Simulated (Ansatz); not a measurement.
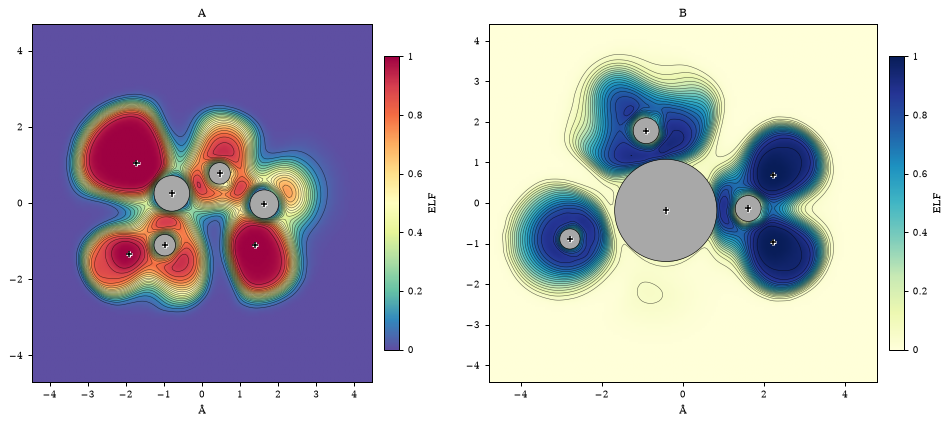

The ELF of 2 systems, each on a plane through atoms (crosses mark nuclei in the plane; grey discs cover the cores).

These are results of RKS PBE/def2-SVP (Ansatz), not measurements.

System 1: CH5BO2···H2, the plane of atoms O4, B1 and O6. 

```
atom    x (Å)    y (Å)    z (Å)
   B  -0.3708   0.2710  -0.6037
   H   0.3605   0.7159   3.2885
   H   0.6470  -0.3923  -0.7042
   O  -1.5472  -0.0794  -1.2166
   H  -1.4532  -0.9010  -1.7264
   O  -0.2989   1.3961   0.1606
   C  -1.4099   2.2645   0.3532
   H  -2.2906   1.9597  -0.2474
   H  -1.6887   2.2673   1.4278
   H  -1.1139   3.2958   0.0709
   H   0.3354   0.8479   2.5305
```

System 2: BrFH7N3Zr, the plane of atoms Zr1, N9 and H10. Core potentials replace the inner electrons of Zr.

```
atom    x (Å)    y (Å)    z (Å)
  Zr  -0.4988  -0.1084  -0.0686
   F   0.1192   1.0937   2.0023
   N   1.5166  -0.3917  -0.0126
   H   2.0889  -1.0046  -0.6026
   H   2.1184   0.0443   0.6981
   N  -0.9316   1.6201  -1.0441
   H  -1.8964   1.9625  -1.1521
   H  -0.2957   2.3377  -1.4098
   N  -1.0591  -1.5244  -1.4167
   H  -1.0511  -2.5374  -1.2377
   H  -1.4574  -1.3740  -2.3505
  Br  -2.1318  -0.7463   1.9809
   H  -0.6487   0.6283   2.4097
```

> Match each panel to its system.

Panel A is system 1, CH5BO2···H2: the plane holds B, H, O and C. B–O (1.36 Å): the ELF peaks at about 0.90 between the atoms, as expected for a polar covalent bond. Panel B is system 2, BrFH7N3Zr: the plane holds Zr, F, N and H. Zr–N (2.03 Å): the ELF peaks at about 0.90 in the valence shell of N, 0.6 Å from its nucleus, and drops to about 0.30 between the two atoms.
